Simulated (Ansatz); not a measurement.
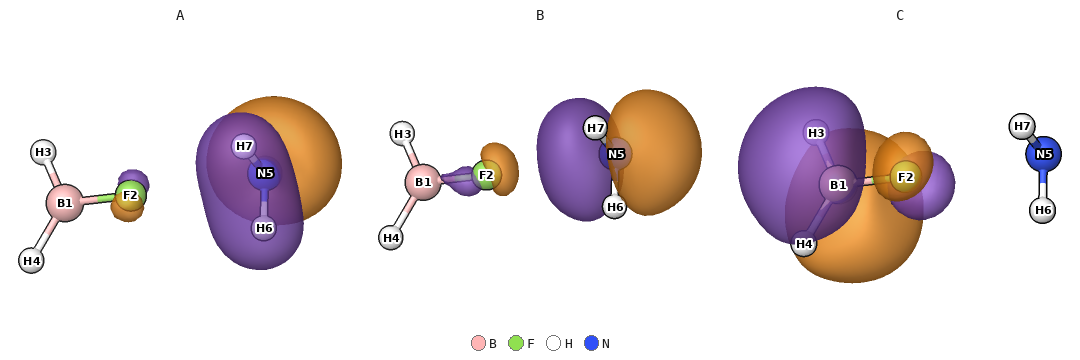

The picture shows: BFH$_{2}$···NH$_{2}$ (doublet). Three frontier orbitals at ±0.1 Å⁻³ᐟ² (orange and purple are the two phases), in no order.

Not at a stationary point (largest force 0.5 eV/Å).

Method: UKS revPBE-D4/cc-pVDZ in Ansatz.

```xyz
7

B    -0.0206    0.0192   -0.0942
F    -0.0416    0.0875    1.2403
H     1.0641    0.0637   -0.6430
H    -1.0932   -0.0875   -0.6634
N     0.3816   -0.3115    3.6623
H    -0.6477   -0.5072    3.6922
H     0.3575    0.7357    3.6958
```

Order the three orbitals by energy and name them. All are α orbitals.

A is the HOMO−1 (α) (−7.02 eV). Its weight (Hirshfeld) is mainly on N5 (about 80 %), H6 (about 10 %) and H7 (about 10 %); largely a lone pair of N5. B is the HOMO (α) (−6.41 eV). By Hirshfeld shares it lies mainly on N5 (about 85 %); largely a lone pair of N5. C is the LUMO (α) (−2.08 eV). By Hirshfeld shares it lies mainly on B1 (about 70 %), F2 (about 15 %), H3 (about 10 %) and H4 (about 10 %).

What is the gap between the highest occupied and lowest empty α orbitals?

4.33 eV between the orbital energies.
